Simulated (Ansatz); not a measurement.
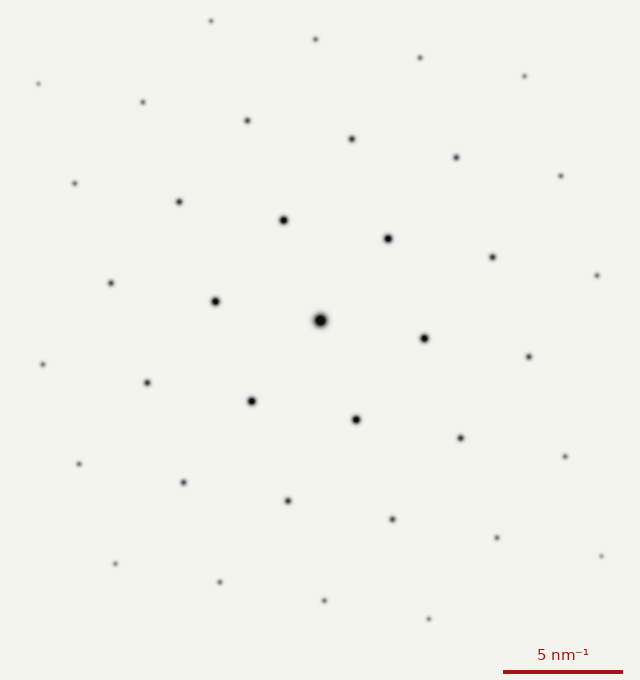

Computed electron diffraction pattern, 200 kV, single scattering only, B = 1 Å².

Phase: Mo, space group Im-3m (No. 229), a = 3.16 Å. Structure: the input geometry of an electronic-structure calculation (not necessarily at equilibrium).

Determine the zone axis from the geometry of the pattern.

Answer. The spots form a hexagonal net with both shortest vectors at d = 2.23 Å, 60.0° apart. They index as -1 1 0 and -1 0 1, so the zone axis is [111] (or an equivalent direction of <111>).

List the strongest reflections.

Answer. Strongest reflections with d > 0.80 Å, one of each family (|F|² from tabulated Gaussian fits of the electron scattering factors, times a small damping for the curvature of the Ewald sphere):

```tsv
hkl	d (Å)	I (strongest = 100)
1 0 -1	2.235	100
2 -1 -1	1.290	26
2 0 -2	1.117	16
3 -1 -2	0.845	5
```
